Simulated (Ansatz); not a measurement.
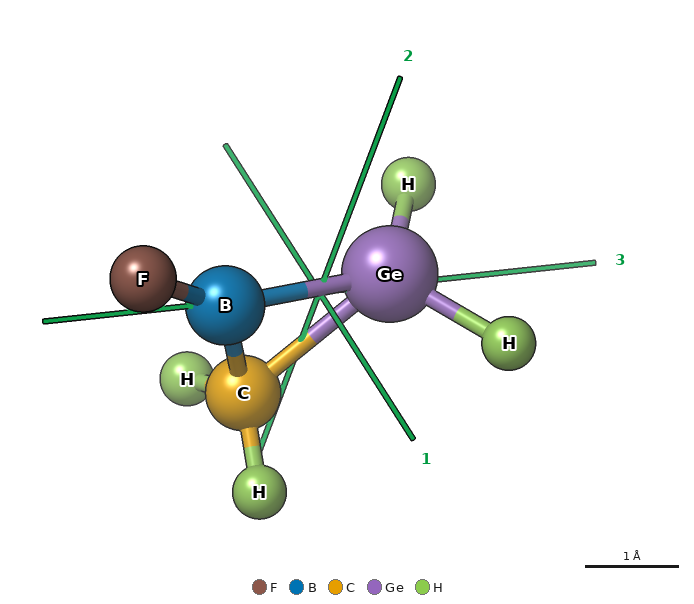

The three principal axes of inertia are drawn and numbered. Distant atoms are faded towards the background colour. The computed structure is the end point of a PBE-D4/def2-SVP optimisation. No frequency run is at hand to confirm it as a minimum. Masses are those of the most abundant isotopes; constants are for the rigid equilibrium geometry.

**Which line is the a axis (least moment of inertia), which b and which c?**

a is line 3, b is line 2, c is line 1; the moments are 44.4, 189, 224 u Å².

**What kind of rotor is it, and what are its rotational constants in cm⁻¹?**

An asymmetric top (Cs): A = 0.380, B = 0.0890, C = 0.0754 cm⁻¹. Ray's parameter κ is −0.91, close to the prolate limit.
